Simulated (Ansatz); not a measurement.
# CH7FSi2 (SMILES F[SiH2]C[SiH3]) at PBE/6-31G(d) (spherical functions)

Aim: the electronic atomisation energy of CH7FSi2 at PBE/6-31G* (spherical functions), from 5 runs. 

The results are computed with Ansatz 0.2.0.

58 further runs of the same task are left out: 1 that didn't finish, 57 set aside as unsound or not needed.

## Step 1: The structure to begin with

CH7FSi2 has 11 atoms, charge 0, and is taken as a singlet. SMILES: `F[SiH2]C[SiH3]`. The coordinates come from a PBE0-D4/def2-TZVP relaxation. This is one conformer, not always the lowest.

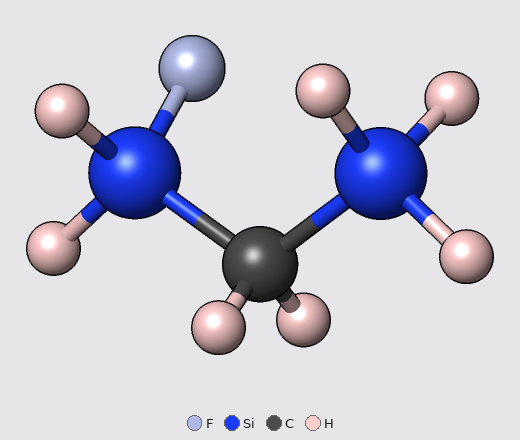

Viewed from a chosen angle; fluorine light blue, silicon blue, carbon dark grey, hydrogen pink.

## Step 2: The energy at PBE/6-31G(d) (spherical functions)

in.yaml reads:

```yaml
crystal:
  periodic: [false, false, false]
  atoms:
    - {symbol: F, position_ang: [-1.629100, 1.667400, 0.202000]}
    - {symbol: Si, position_ang: [-0.069200, 1.498400, 0.534400]}
    - {symbol: C, position_ang: [0.349200, -0.305900, 0.605500]}
    - {symbol: Si, position_ang: [-0.157200, -1.306900, -0.899700]}
    - {symbol: H, position_ang: [0.694000, 2.172900, -0.545000]}
    - {symbol: H, position_ang: [0.175700, 2.177500, 1.831400]}
    - {symbol: H, position_ang: [1.437100, -0.385200, 0.722600]}
    - {symbol: H, position_ang: [-0.101300, -0.751100, 1.498900]}
    - {symbol: H, position_ang: [-1.636400, -1.388400, -0.995700]}
    - {symbol: H, position_ang: [0.369900, -0.665700, -2.134100]}
    - {symbol: H, position_ang: [0.392600, -2.686000, -0.812200]}
basis:
  gaussian: {orbitals: 6-31G_st_-spherical.json}
hamiltonian: {xc: {name: PBE}}
output: {orbitals: {seedname: orbitals}}
accuracy: high
```

The basis set 6-31G* is read from a file made from the Basis Set Exchange's data (not shown).

On the command line:

```bash
$ ansatz run in.yaml --threads 1 --pin off --max-ram 3480MiB --events-out events.jsonl --progress --plain --runs-dir runs
```

Log:

```text
Warning: RAYON_NUM_THREADS=1 ignored (pool sized by the plan → 1); use --threads N
Functional definition: PBE
  name "PBE"
  parameter kappa = 0.804
  parameter beta = 0.06672455060314922
  exchange = pbe_x(kappa = kappa, mu = beta*pi^2/3)
  correlation = pbe_c(beta = beta)
1847 factors; integrals over basis functions are off by at most 3.6e-9 eV
mean field evaluation 1: about -19603.9085 eV, gradient 5.6e1 eV
mean field evaluation 2: about -19593.1097 eV, gradient 8.4e1 eV
mean field evaluation 4: about -19610.7986 eV, gradient 4.5e0 eV
mean field evaluation 8: about -19610.8218 eV, gradient 2.9e-2 eV
mean field evaluation 16: about -19610.8218 eV, gradient 1.6e-6 eV
mean field -19610.82184257 eV, -720.6844100219 hartree, gradient 2.3e-8 eV, S^2 0.000000; 0 other end points of the search recorded, 0 dependent functions left out
reference -19610.82184677 eV, -720.6844101762 hartree; 25, 25 occupied and 53, 53 virtual orbitals, 1847 factors
Total energy: -19610.82184677 eV, -720.6844101762 hartree
```

It took 7.5 s on 1 thread of Arm Neoverse V1, shared host; peak memory 0.21 GiB.

## Step 3: The C atom

job.yaml reads:

```yaml
crystal:
  periodic: [false, false, false]
  atoms:
    - symbol: C
      position_ang: [0.000000, 0.000000, 0.000000]
basis:
  gaussian:
    orbitals: 6-31G_st_-spherical.json
magnetization:
  spin_polarized: true
  initial_magnetization: 2
hamiltonian:
  xc: pbe
accuracy: high
```

The basis set 6-31G* is read from a file made from the Basis Set Exchange's data (not shown).

Run the same way, it converges to -37.78132 Eh (log not shown).

## Step 4: The F atom, same level

molecule.yaml reads:

```yaml
crystal:
  periodic: [false, false, false]
  atoms:
    - {symbol: F, position_ang: [0.000000, 0.000000, 0.000000]}
basis:
  gaussian:
    orbitals: 6-31G_st_-spherical.json
magnetization:
  spin_polarized: true
  initial_magnetization: 1
hamiltonian:
  xc: {name: PBE}
accuracy: high
```

The basis set 6-31G* is read from a file made from the Basis Set Exchange's data (not shown).

Run the same way, it converges to -99.61260 Eh (log not shown).

## Step 5: The H atom

in.yaml reads:

```yaml
crystal:
  periodic: [false, false, false]
  atoms:
    - {symbol: H, position_ang: [0.000000, 0.000000, 0.000000]}
basis:
  gaussian: {orbitals: "6-31G*"}
magnetization: {spin_polarized: true, initial_magnetization: 1}
hamiltonian: {xc: pbe}
accuracy: high
```

Run the same way, it converges to -0.49743 Eh (log not shown).

## Step 6: The Si atom

in.yaml reads:

```yaml
crystal:
  periodic: [false, false, false]
  atoms:
    - {symbol: Si, position_ang: [0.000000, 0.000000, 0.000000]}
basis:
  gaussian:
    orbitals: 6-31G_st_-spherical.json
accuracy: high
magnetization:
  spin_polarized: true
  initial_magnetization: 2
hamiltonian:
  xc: {name: PBE}
```

The basis set 6-31G* is read from a file made from the Basis Set Exchange's data (not shown).

Run the same way, it converges to -289.20001 Eh (log not shown).

## Step 7: Outcome

Level: PBE/6-31G* (spherical functions).

| quantity | value |
| --- | --- |
| molecule: total energy | -720.68441 Eh |
| molecule: HOMO energy | -7.41 eV |
| molecule: LUMO energy | -0.19 eV |
| molecule: HOMO–LUMO gap | 7.22 eV |
| C atom: total energy | -37.78132 Eh |
| C atom: ⟨S²⟩ | 2.001 |
| F atom: total energy | -99.61260 Eh |
| F atom: ⟨S²⟩ | 0.751 |
| H atom: total energy | -0.49743 Eh |
| H atom: ⟨S²⟩ | 0.750 |
| Si atom: total energy | -289.20001 Eh |
| Si atom: ⟨S²⟩ | 2.002 |
| electronic atomisation energy | 38.326 eV |

**Reading.** Taking the molecule apart into free atoms costs 38.33 eV (3698 kJ/mol), before zero-point energy and without spin-orbit coupling.
